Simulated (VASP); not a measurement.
## NiGe: structure and properties in VASP

What structure does NiGe take at this level, and what are its properties? The steps: full relaxation (RPBE), second relaxation, density, ELF and potential (RPBE), bands along the symmetry lines (RPBE), total and projected DOS (RPBE), volume scan with RPBE, fit for RPBE and vibrations at Γ (RPBE). The atoms of the start are displaced at random from the sites of a Pnma cell.

Method: RPBE, spin-polarised from a ferromagnetic start; plane waves and PAW (Ge_d, Ni), in VASP 6.6.1.

**1. The starting structure**

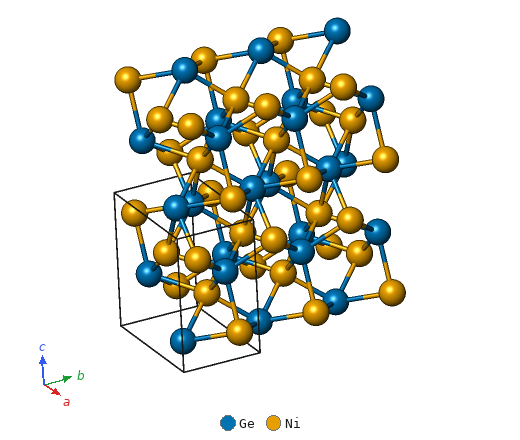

The cell as given, from a free direction (germanium blue, nickel orange). 1×3×2 cells are drawn. Some periodic images of atoms are drawn too.

**2. Full relaxation (RPBE)**

The start need not lie at this functional's minimum. ISIF = 3 frees volume, shape and positions, and EDIFFG sets the threshold on forces and stress at which the search stops. RPBE by itself binds more weakly than PBE and expands cells.

File INCAR:

```
SYSTEM = NiGe
PREC = Accurate
ENCUT = 410
EDIFF = 1E-06
NELM = 100
ISMEAR = 0
SIGMA = 0.05
LREAL = .FALSE.
ALGO = Normal
GGA = RP
NBANDS = 63
ISPIN = 2
MAGMOM = 0 0 0 0 1 1 1 1
LMAXMIX = 4
LORBIT = 11
LWAVE = .FALSE.
LCHARG = .FALSE.
KPAR = 4
IBRION = 2
NSW = 60
ISIF = 3
EDIFFG = -0.01
```

File POSCAR:

```
NiGe
1.0
    5.3810000000      0.0000000000      0.0000000000
    0.0000000000      3.4280000000      0.0000000000
    0.0000000000      0.0000000000      5.8110000000
Ge Ni
4 4
Direct
    0.3143540000      0.7480650000      0.9175200000
    0.6904790000      0.2546970000      0.0879140000
    0.1888960000      0.2507960000      0.4186780000
    0.8110090000      0.7506570000      0.5814690000
    0.4917250000      0.7495540000      0.3092260000
    0.5043190000      0.2438190000      0.6885360000
    0.0042740000      0.2491190000      0.8110170000
    0.9973810000      0.7510370000      0.1902600000
```

File KPOINTS:

```
Automatic mesh
0
Gamma
4 7 4
0 0 0
```

Potentials, in the order of the species: Ge_d and Ni (PBE family, release 64).

On the command line:

```
> mpirun -np 4 vasp_std
```

What it wrote:

```text
[banner, memory and clock lines left out]
running    4 mpi-ranks, on    1 nodes
 distrk:  each k-point on    1 cores,    4 groups
 distr:  one band on    1 cores,    1 groups

 POSCAR found type information on POSCAR GeNi
 POSCAR found :  2 types and       8 ions
|                                                                             |
|               ----> ADVICE to this user running VASP <----                  |
|                                                                             |
|     You enforced a specific xc type in the INCAR file but a different       |
|     [... a line on the potential file left out ...]
|     I HOPE YOU KNOW WHAT YOU ARE DOING!                                     |
|                                                                             |

 LDA part: xc-table for (Slater+PW92), standard interpolation
 POSCAR, INCAR and KPOINTS ok, starting setup
 FFT: planning ... GRIDC
 FFT: planning ... GRID_SOFT
 FFT: planning ... GRID
 WAVECAR not read
 entering main loop
       N       E                     dE             d eps       ncg     rms          rms(c)
DAV:   1     0.947615733498E+03    0.94762E+03   -0.33864E+04 17709   0.357E+03
DAV:   2     0.153793155630E+03   -0.79382E+03   -0.74463E+03 14616   0.863E+02
DAV:   3    -0.291538888587E+02   -0.18295E+03   -0.17444E+03 14805   0.235E+02
DAV:   4    -0.423773332147E+02   -0.13223E+02   -0.13101E+02 16499   0.735E+01
DAV:   5    -0.426631236839E+02   -0.28579E+00   -0.28564E+00 16131   0.124E+01    0.234E+01
DAV:   6    -0.501070228717E+02   -0.74439E+01   -0.60084E+01 18231   0.839E+01    0.317E+01
DAV:   7    -0.385912297743E+02    0.11516E+02   -0.23829E+01 16264   0.574E+01    0.387E+00
DAV:   8    -0.386859551977E+02   -0.94725E-01   -0.25777E+00 18090   0.116E+01    0.352E+00
DAV:   9    -0.386733462557E+02    0.12609E-01   -0.52835E-01 18596   0.121E+01    0.322E+00
DAV:  10    -0.385964067336E+02    0.76940E-01   -0.24667E-01 17081   0.935E+00    0.663E-01
DAV:  11    -0.386036996464E+02   -0.72929E-02   -0.45598E-02 17193   0.327E+00    0.873E-01
DAV:  12    -0.385988164597E+02    0.48832E-02   -0.21675E-02 16392   0.276E+00    0.224E-01
DAV:  13    -0.385990962794E+02   -0.27982E-03   -0.33536E-03 19037   0.564E-01    0.130E-01
DAV:  14    -0.385992007800E+02   -0.10450E-03   -0.75219E-04 20181   0.221E-01    0.751E-02
DAV:  15    -0.385992730276E+02   -0.72248E-04   -0.18534E-04 17147   0.259E-01    0.722E-02
DAV:  16    -0.385992424927E+02    0.30535E-04   -0.88773E-05 16715   0.217E-01    0.260E-02
DAV:  17    -0.385992422456E+02    0.24712E-06   -0.26059E-05 16848   0.534E-02    0.947E-03
DAV:  18    -0.385992427498E+02   -0.50415E-06   -0.51140E-06 14356   0.207E-02
   1 F= -.38599243E+02 E0= -.38597947E+02  d E =-.385992E+02  mag=     0.0001
 curvature:   0.00 expect dE= 0.000E+00 dE for cont linesearch  0.000E+00
 trial: gam= 0.00000 g(F)=  0.160E-01 g(S)=  0.393E+00 ort = 0.000E+00 (trialstep = 0.100E+01)
 search vector abs. value=  0.409E+00
 bond charge predicted
       N       E                     dE             d eps       ncg     rms          rms(c)
DAV:   1    -0.485687963942E+02   -0.99696E+01   -0.11264E+02 16527   0.129E+02    0.260E+01
DAV:   2    -0.521267994937E+02   -0.35580E+01   -0.71663E+01 17458   0.919E+01    0.296E+01
DAV:   3    -0.398604648407E+02    0.12266E+02   -0.27471E+01 16329   0.607E+01    0.971E+00
DAV:   4    -0.388501245335E+02    0.10103E+01   -0.30215E+00 18363   0.198E+01    0.446E+00
DAV:   5    -0.388890962788E+02   -0.38972E-01   -0.10095E+00 19376   0.202E+01    0.485E+00
DAV:   6    -0.386569949432E+02    0.23210E+00   -0.27535E-01 17945   0.119E+01    0.127E+00
DAV:   7    -0.386639746214E+02   -0.69797E-02   -0.11011E-01 19359   0.561E+00    0.132E+00
DAV:   8    -0.386542187283E+02    0.97559E-02   -0.33423E-02 17339   0.320E+00    0.260E-01
DAV:   9    -0.386544622773E+02   -0.24355E-03   -0.64240E-03 16800   0.133E+00    0.143E-01
DAV:  10    -0.386546584518E+02   -0.19617E-03   -0.19446E-03 16150   0.696E-01    0.116E-01
DAV:  11    -0.386546005013E+02    0.57951E-04   -0.49004E-04 16234   0.386E-01    0.437E-02
DAV:  12    -0.386545717786E+02    0.28723E-04   -0.11805E-04 17092   0.133E-01    0.212E-02
DAV:  13    -0.386545691133E+02    0.26653E-05   -0.18825E-05 17624   0.709E-02    0.888E-03
DAV:  14    -0.386545700428E+02   -0.92946E-06   -0.69948E-06 16044   0.238E-02
   2 F= -.38654570E+02 E0= -.38653219E+02  d E =-.553273E-01  mag=     0.0000
[... from here on, the cycles between the ionic steps are left out ...]
   3 F= -.38712495E+02 E0= -.38711302E+02  d E =-.113252E+00  mag=     0.0000
   4 F= -.38712475E+02 E0= -.38711286E+02  d E =-.113233E+00  mag=     0.0000
   5 F= -.38716975E+02 E0= -.38715781E+02  d E =-.449940E-02  mag=    -0.0000
   6 F= -.38719133E+02 E0= -.38717923E+02  d E =-.665729E-02  mag=    -0.0000
   7 F= -.38720014E+02 E0= -.38718836E+02  d E =-.881519E-03  mag=     0.0000
   8 F= -.38720256E+02 E0= -.38719100E+02  d E =-.112358E-02  mag=    -0.0000
   9 F= -.38720205E+02 E0= -.38719058E+02  d E =0.509205E-04  mag=    -0.0000
  10 F= -.38720327E+02 E0= -.38719174E+02  d E =-.707750E-04  mag=    -0.0000
  11 F= -.38720323E+02 E0= -.38719169E+02  d E =-.667253E-04  mag=    -0.0000
  12 F= -.38720327E+02 E0= -.38719174E+02  d E =-.706944E-04  mag=     0.0000
  13 F= -.38720327E+02 E0= -.38719174E+02  d E =-.707161E-04  mag=    -0.0000
  14 F= -.38720504E+02 E0= -.38719337E+02  d E =-.176910E-03  mag=    -0.0000
  15 F= -.38720529E+02 E0= -.38719355E+02  d E =-.201716E-03  mag=    -0.0000
  16 F= -.38720480E+02 E0= -.38719304E+02  d E =0.484162E-04  mag=    -0.0000
  17 F= -.38720472E+02 E0= -.38719295E+02  d E =0.570908E-04  mag=    -0.0000
  18 F= -.38720479E+02 E0= -.38719302E+02  d E =0.499322E-04  mag=    -0.0000
 curvature:  -0.00 expect dE=-0.385E-07 dE for cont linesearch -0.754E-08
 ZBRENT: accuracy reached
 trial: gam= 0.00000 g(F)=  0.274E-04 g(S)=  0.282E-03 ort =-0.998E-04 (trialstep = 0.671E+00)
 search vector abs. value=  0.310E-03
 bond charge predicted
       N       E                     dE             d eps       ncg     rms          rms(c)
DAV:   1    -0.387240338594E+02   -0.35553E-02   -0.36816E-02 16642   0.212E+00    0.501E-01
DAV:   2    -0.387262845752E+02   -0.22507E-02   -0.26237E-02 16985   0.190E+00    0.621E-01
DAV:   3    -0.387208635489E+02    0.54210E-02   -0.12175E-02 16495   0.134E+00    0.140E-01
DAV:   4    -0.387205520784E+02    0.31147E-03   -0.75822E-04 18936   0.230E-01    0.331E-02
DAV:   5    -0.387205402807E+02    0.11798E-04   -0.71536E-05 17346   0.104E-01    0.248E-02
DAV:   6    -0.387205387535E+02    0.15272E-05   -0.21966E-05 14400   0.931E-02    0.224E-02
DAV:   7    -0.387205337829E+02    0.49706E-05   -0.61361E-06 14602   0.523E-02    0.580E-03
DAV:   8    -0.387205337793E+02    0.35761E-08   -0.15550E-06  9008   0.262E-02
  19 F= -.38720534E+02 E0= -.38719357E+02  d E =-.549679E-04  mag=    -0.0000
 trial-energy change:   -0.000055  1 .order   -0.000087   -0.000208    0.000034
 step:   0.4628(harm=  0.5766)  dis= 0.00018  next Energy=   -38.720540 (dE=-0.612E-04)
 reached required accuracy - stopping structural energy minimisation
```

Wall time 9.4 min (4 MPI ranks of Intel Xeon 6975P-C (Granite Rapids), shared host); peak memory 1.9 GiB; 37 min of CPU time.

The logs omit lines about the potential files and the build; timing stands in the text.

From OUTCAR (step 2):

```text
ion  position               nearest neighbor table
   1  0.314  0.748  0.918-   8 2.33   6 2.39   6 2.41   5 2.47   7 2.47   7 2.47   2 2.82   2 2.84

  LATTYP: Found a simple orthorhombic cell.
 ALAT       =     3.4280000000
 B/A-ratio  =     1.5697199533
 C/A-ratio  =     1.6951575263

 Subroutine GETGRP returns: Found  1 space group operations
 (whereof  1 operations were pure point group operations)

The static configuration has the point symmetry C_1 .

 Found     58 irreducible k-points:

   k-points           NKPTS =     58   k-points in BZ     NKDIM =     58   number of bands    NBANDS=     63

   dimension x,y,z NGX =    36 NGY =   24 NGZ =   40
   dimension x,y,z NGXF=    72 NGYF=   48 NGZF=   80

   ENCUT  =  410.0 eV  30.13 Ry    5.49 a.u.   8.88  5.66  9.59*2*pi/ulx,y,z

   NELECT =      96.0000    total number of electrons

 k-points in reciprocal lattice and weights: Automatic mesh
   0.00000000  0.00000000  0.00000000       0.009
   0.25000000  0.00000000  0.00000000       0.018
   0.50000000  0.00000000  0.00000000       0.009
   0.00000000  0.14285714  0.00000000       0.018
   0.25000000  0.14285714  0.00000000       0.018
  -0.25000000  0.14285714  0.00000000       0.018
   0.50000000  0.14285714  0.00000000       0.018
   0.00000000  0.28571429  0.00000000       0.018
   0.25000000  0.28571429  0.00000000       0.018
[...]
-0.25000000  0.42857143  0.50000000       0.018
   0.50000000  0.42857143  0.50000000       0.018

 average (electrostatic) potential at core
       1 -71.0664       2 -71.0663       3 -71.0662       4 -71.0661       5 -83.3510
       6 -83.3505       7 -83.3511       8 -83.3510

 E-fermi :   8.4017

 spin component 1
 k-point     1 :       0.0000    0.0000    0.0000
  band No.  band energies     occupation
    ...
     44       6.8431      1.00000
     45       6.8636      1.00000
     46       7.4170      1.00000
     47       7.5928      1.00000
     48       7.9720      1.00000
     49       8.9381      0.00000
     50       9.1262      0.00000
     51      12.4917      0.00000
     52      12.5505      0.00000
     53      12.8308      0.00000
    ...

 k-point     2 :       0.2500    0.0000    0.0000
  band No.  band energies     occupation
    ...
     43       6.8610      1.00000
     44       6.8635      1.00000
     45       6.9073      1.00000
     46       7.1799      1.00000
     47       7.8058      1.00000
     48       8.6929      0.00000
     49       9.6691      0.00000
     50      10.4440      0.00000
     51      11.6068      0.00000
     52      11.7985      0.00000
    ...

 k-point     3 :       0.5000    0.0000    0.0000
  band No.  band energies     occupation
    ...
     42       6.5591      1.00000
     43       6.8975      1.00000
     44       6.8976      1.00000
     45       6.9600      1.00000
     46       6.9602      1.00000
     47       9.0092      0.00000
     48       9.0095      0.00000
     49      10.1392      0.00000
     50      10.1397      0.00000
     51      11.4211      0.00000
    ...

 k-point     4 :       0.0000    0.1429    0.0000
  band No.  band energies     occupation
    ...
     44       6.9273      1.00000
     45       7.2011      1.00000
     46       7.3766      1.00000
     47       7.4681      1.00000
     48       7.6697      1.00000
     49       9.1346      0.00000
     50       9.3279      0.00000
     51      10.4150      0.00000
     52      10.9066      0.00000
     53      11.8870      0.00000
    ...

 k-point     5 :       0.2500    0.1429    0.0000
  band No.  band energies     occupation
    ...
     44       6.9462      1.00000
     45       7.1722      1.00000
     46       7.2229      1.00000
     47       7.6965      1.00000
     48       7.8745      1.00000
     49       9.6749      0.00000
     50      10.1840      0.00000
     51      10.7345      0.00000
     52      11.0919      0.00000
     53      11.4609      0.00000
    ...

 k-point     6 :      -0.2500    0.1429    0.0000
  band No.  band energies     occupation
    ...
     44       6.9462      1.00000
     45       7.1722      1.00000
     46       7.2227      1.00000
     47       7.6976      1.00000
     48       7.8749      1.00000
     49       9.6741      0.00000
     50      10.1823      0.00000
     51      10.7339      0.00000
     52      11.0931      0.00000
     53      11.4604      0.00000
    ...

  Total       -0.0360497     -0.0236525     -0.0284694      0.0005437     -0.0014281     -0.0030226
  in kB       -0.5143964     -0.3375004     -0.4062321      0.0077576     -0.0203777     -0.0431301
  external PRESSURE =      -0.4193763 kB  Pullay stress =       0.0000000 kB

  energy-cutoff  :      410.00
  volume of cell :      112.28
      direct lattice vectors                 reciprocal lattice vectors
     5.496953166 -0.000061062  0.000187160     0.181918960  0.000002304 -0.000005909
    -0.000043737  3.453443636  0.000002309     0.000003217  0.289566041  0.000001188
     0.000192132 -0.000024260  5.914796712    -0.000005756 -0.000000113  0.169067518

 POSITION                                       TOTAL-FORCE (eV/Angst)
 -----------------------------------------------------------------------------------
      1.70694      2.58823      5.41613        -0.005604      0.000254      0.000587
      3.79364      0.86342      0.50564         0.003679     -0.002397      0.000256
      1.04519      0.86380      2.45814         0.005372     -0.004779      0.003580
      4.45523      2.58787      3.46349        -0.004188      0.001770     -0.001240
      2.72428      2.59011      1.83937        -0.001540     -0.001588      0.001458
      2.77619      0.86128      4.08245         0.000914      0.003031     -0.002267
      0.02807      0.86087      4.79669         0.000370      0.005032      0.001093
      5.47226      2.59006      1.12536         0.000997     -0.001324     -0.003466
 -----------------------------------------------------------------------------------
    total drift:                               -0.000101      0.000448     -0.001081

  FREE ENERGIE OF THE ION-ELECTRON SYSTEM (eV)
  ---------------------------------------------------
  free  energy   TOTEN  =       -38.7205337793 eV

  energy  without entropy=      -38.7181793277  energy(sigma->0) =      -38.71935655

 reached required accuracy - stopping structural energy minimisation

 total charge
# of ion       s       p       d       tot
------------------------------------------
    1        1.145   1.147  10.070  12.362
    2        1.145   1.147  10.070  12.363
    3        1.145   1.147  10.070  12.362
    4        1.145   1.147  10.070  12.362
    5        0.437   0.486   8.418   9.341
    6        0.436   0.486   8.417   9.340
    7        0.437   0.486   8.418   9.341
    8        0.437   0.487   8.418   9.341
--------------------------------------------------
tot          6.327   6.535  73.950  86.812

 magnetization (x)
# of ion       s       p       d       tot
------------------------------------------
    1       -0.000   0.000   0.000  -0.000
    2       -0.000  -0.000  -0.000  -0.000
    3       -0.000   0.000   0.000   0.000
    4       -0.000   0.000   0.000   0.000
    5       -0.000   0.000  -0.000  -0.000
    6        0.000  -0.000  -0.000   0.000
    7        0.000  -0.000   0.000   0.000
    8       -0.000   0.000  -0.000  -0.000
--------------------------------------------------
tot         -0.000   0.000  -0.000  -0.000

[... 2 further parts left out ...]
```

CONTCAR:

```
NiGe
   1.00000000000000
     5.4969531659657571   -0.0000610624451717    0.0001871597199710
    -0.0000437367625413    3.4534436361462468    0.0000023088373785
     0.0001921319278642   -0.0000242595433976    5.9147967116339020
  Ge              Ni
     4     4
Direct
     0.3104983590949264    0.7494758024718345    0.9156819906116966
     0.6901343578219384    0.2500286477255118    0.0854657281789135
     0.1901270021137305    0.2501324920773230    0.4155846706282056
     0.8104765206736422    0.7493778882494222    0.5855370348199757
     0.4955940331642780    0.7500183512814080    0.3109613842941163
     0.5050191189455078    0.2494113872476610    0.6901943627371466
     0.0050805007743618    0.2492859111456668    0.8109646824311648
     0.9955071074116223    0.7500135198011704    0.1902301462987840
```

The moments of the start collapse, so the state is non-magnetic; other starts or orders were not tried. The k-mesh is coarse for a metal. LASPH is off, so gradient terms of the non-spherical density inside the spheres are left out; for open d or f shells this can shift gaps and moments. The PAW data sets were made with PBE, which is usual practice but a small mismatch for other functionals.

The steps of the relaxation:

| step | energy less that of the first step (eV) | largest force (eV/Å) | pressure (GPa) | volume (Å³) |
| --- | --- | --- | --- | --- |
| 1 | 0.0000 | 0.2635 | 6.89 | 107.19 |
| 2 | -0.0553 | 0.1577 | -4.49 | 116.37 |
| 3 | -0.1133 | 0.1526 | -0.20 | 112.38 |
| 4 | -0.1132 | 0.1537 | -0.09 | 112.27 |
| 5 | -0.1177 | 0.0942 | -0.01 | 112.18 |
| 6 | -0.1199 | 0.0635 | 0.07 | 112.05 |
| 7 | -0.1208 | 0.0316 | 0.15 | 112.15 |
| 8 | -0.1210 | 0.0330 | -0.17 | 112.24 |
| 9 | -0.1210 | 0.0276 | 0.17 | 111.98 |
| 10 | -0.1211 | 0.0305 | 0.19 | 112.15 |
| 11 | -0.1211 | 0.0311 | 0.01 | 112.16 |
| 12 | -0.1211 | 0.0299 | 0.01 | 112.15 |
| 13 | -0.1211 | 0.0303 | 0.07 | 112.15 |
| 14 | -0.1213 | 0.0117 | 0.02 | 112.20 |
| 15 | -0.1213 | 0.0109 | -0.07 | 112.22 |
| 16 | -0.1212 | 0.0123 | -0.04 | 112.12 |
| 17 | -0.1212 | 0.0129 | 0.21 | 112.11 |
| 18 | -0.1212 | 0.0127 | 0.18 | 112.11 |
| 19 | -0.1213 | 0.0080 | -0.04 | 112.28 |

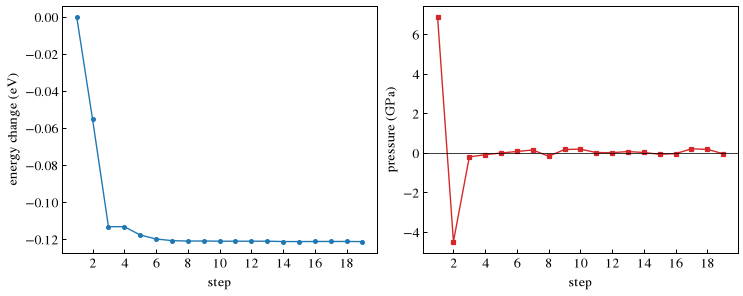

Energy and pressure along the relaxation.

| cell as run | before | after | change |
| --- | --- | --- | --- |
| a (Å) | 5.381 | 5.497 | +2.2 % |
| b (Å) | 3.428 | 3.453 | +0.7 % |
| c (Å) | 5.811 | 5.915 | +1.8 % |
| volume (Å³/atom) | 13.40 | 14.04 | +4.8 % |

The atoms that moved most (Å, as changes of fractional coordinates times the final cell):

| atom | dx | dy | dz | length |
| --- | --- | --- | --- | --- |
| Ge4 | -0.003 | -0.004 | 0.024 | 0.025 |
| Ge1 | -0.021 | 0.005 | -0.011 | 0.024 |
| Ni5 | 0.021 | 0.002 | 0.010 | 0.024 |
| Ni6 | 0.004 | 0.019 | 0.010 | 0.022 |
| Ge2 | -0.002 | -0.016 | -0.014 | 0.022 |
| Ge3 | 0.007 | -0.002 | -0.018 | 0.020 |
| Ni8 | -0.010 | -0.004 | 0.000 | 0.011 |

Final coordinates:

```
Ge Ni
1.0
     5.49695   -0.00006    0.00019
    -0.00004    3.45344    0.00000
     0.00019   -0.00002    5.91480
Ge Ni
4 4
Direct
  0.31050 0.74948 0.91568
  0.69013 0.25003 0.08547
  0.19013 0.25013 0.41558
  0.81048 0.74938 0.58554
  0.49559 0.75002 0.31096
  0.50502 0.24941 0.69019
  0.00508 0.24929 0.81096
  0.99551 0.75001 0.19023
```

Numbers from this step:

```yaml
electrons: 96
bands: 63
irreducible_k_points: 58
symmetry_operations: 1
free_energy_toten: -38.72 eV
energy_at_zero_smearing: -38.72 eV
fermi_energy: 8.402 eV
pressure: -0.04194 GPa
metallic: yes
scf_cycles_over_all_ionic_steps: 159
```

The spin moment in the PAW sphere vanishes on all atoms.

It ends with a largest force of 0.008 eV/Å and a pressure of -0.04 GPa. The volume lies +4.8 % from that of the database's start.

[end of part 1 of 7]

[Lines on the potential files, build, host, timing and source positions are cut from VASP's logs without a mark.]

[Logs are printed without paths, hosts, clocks, repeated set-up lines and the standing remarks that a program may print on its own settings, such as how far it seeks lower states.]

[Hosts, paths, dates, database ids (printed as entryN), source tags and the programs' standing remarks are cut or masked in the printed files.]

[A measured line is paired with the nearest computed mode of its activity, which favours agreement.]

[In band tables of VASP the shares of atoms and orbitals are scaled to a sum of 1 inside the atoms' spheres.]
